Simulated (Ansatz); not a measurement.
BNH6O: several calculations on one system

**1. Relaxation**

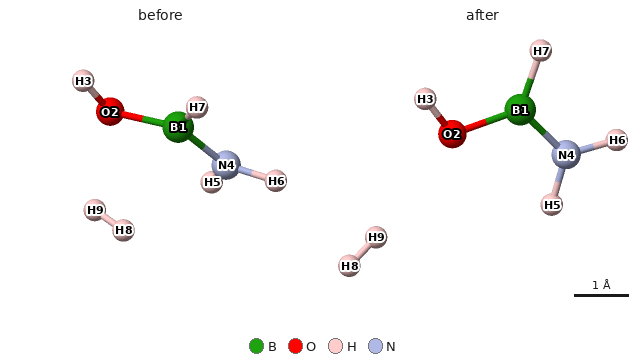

The structure of BNH$_{6}$O before (left) and after (right) a relaxation, at one scale.

A ball-and-stick model, seen from a free direction.

The run prepares an end point of a later path (reaction) calculation, from a guessed geometry.

All numbers below come from RKS BLYP-D4/def2-SVP (Ansatz). Settings: no spin polarisation; force threshold 0.03 eV/Å; at most 50 steps.

Question: What changed between the two?

Answer: The atom that moves furthest after the best rigid fit is H8 (1.92 Å). Largest moves by element: H 1.92 Å, O 0.88 Å, B 0.52 Å, N 0.40 Å. Among the contacts that change: H8–H9 0.719 → 0.768 Å, B1–O2 1.399 → 1.385 Å. Over 33 accepted moves (38 points after the start) the energy falls by 27.0 kJ/mol. The largest force component goes from 1.4 to 0.0073 eV/Å. The line search rejected the trial steps at points 6, 11, 18, 30, 32 of the run. The forces were under the threshold at step 22, but the run went on from there.

Limits of the set-up: the start holds two separate molecules, 2.2 Å apart at their closest, whose relative position is a soft coordinate.

**2. Relaxation**

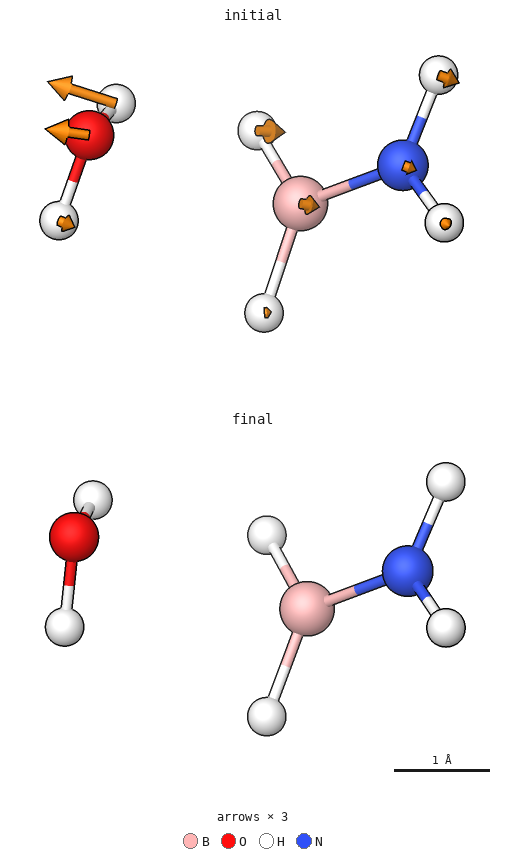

The structure of BNH6O before (top) and after (bottom) a relaxation, at one scale. The orange arrows give the displacements, 3 times their true length.

The picture is a ball-and-stick view, seen face on.

The run prepares an end point of a later path (reaction) calculation, from a guessed geometry.

All numbers below come from Ansatz, RKS BLYP-D4/def2-SVP. Settings: no spin polarisation; force threshold 0.03 eV/Å; at most 50 steps.

**Summarise the run.**

Over 5 accepted moves (7 points after the start) the energy falls by 3.22 kJ/mol. Largest force component: 0.51 eV/Å at the start, 0.013 eV/Å at the end. The line search rejected the trial steps at points 2, 5 of the run. An H atom moves most after the best rigid fit: 0.26 Å. By element the largest moves are H 0.26 Å, O 0.16 Å, B 0.08 Å, N 0.05 Å. Near-neighbour distances that change, for instance: B–H 1.203 → 1.217 Å, H–O 0.992 → 0.978 Å.

**3. Path**

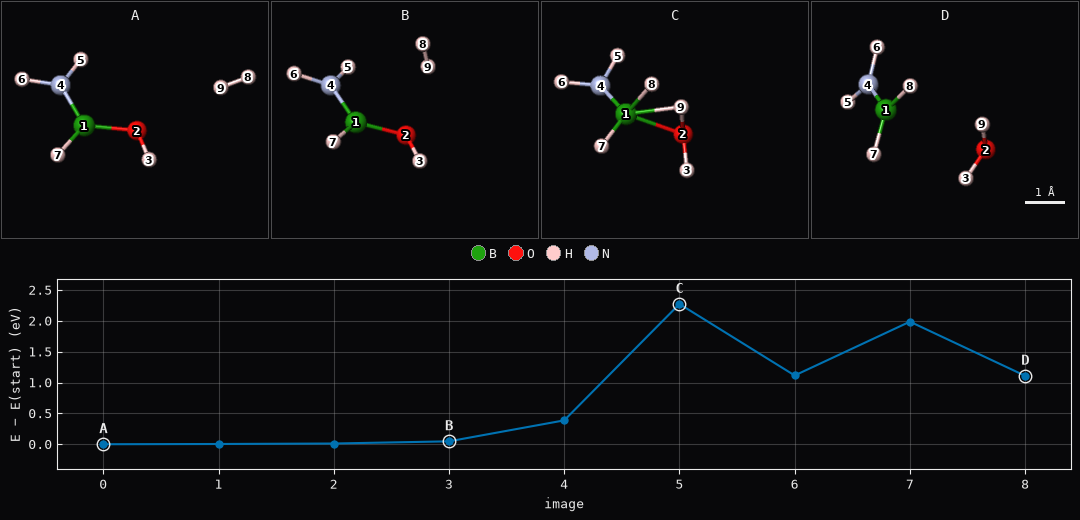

A search for the minimum-energy path of BNH6O, made up at the start of BNH4O and H2 by the nudged elastic band. Images are numbered from 0 (start) to 8 (end). Frames A to D are images 0, 3, 5, 8. Style: ball-and-stick. Shown at a tilt.

Level of theory: RKS BLYP-D4/def2-SVP in Ansatz. Set-up: 7 movable images; climbing image; force threshold 0.03 eV/Å; iteration limit 60; starting path through a guess of the saddle point.

### What happens along the path, and what is the barrier?

The path has more than one stage, and so few images may leave a stage unresolved. Breaking: B1–O2 (1.39 → 1.65 at the top → 2.85 Å), H8–H9 (0.77 → 1.09 at the top → 2.22 Å). Forming: B1–H8 (4.47 → 1.44 at the top → 1.22 Å), O2–H9 (2.46 → 1.21 at the top → 0.98 Å). The highest point, image 5, lies 2.27 eV above the start and 1.16 eV above the end; the end is at +1.11 eV relative to the start. The profile has 2 maxima (images 5, 7) with a dip at image 6 (+1.11 eV), so the process runs in steps. The band converged in 37 iterations. The largest component of the band force went from 77 to 0.029 eV/Å. The climbing image converged on the top of the path. Its vibrational analysis gives one imaginary mode (1279i cm⁻¹), as a transition state must have.

Limits of the set-up: the start holds two separate molecules, 2.5 Å apart at their closest, whose relative position is a soft coordinate.

The run took 2.5 min on 1 thread of AMD EPYC 9R45 96-Core Processor (Zen 5), on a shared host, peak memory 0.14 GiB.
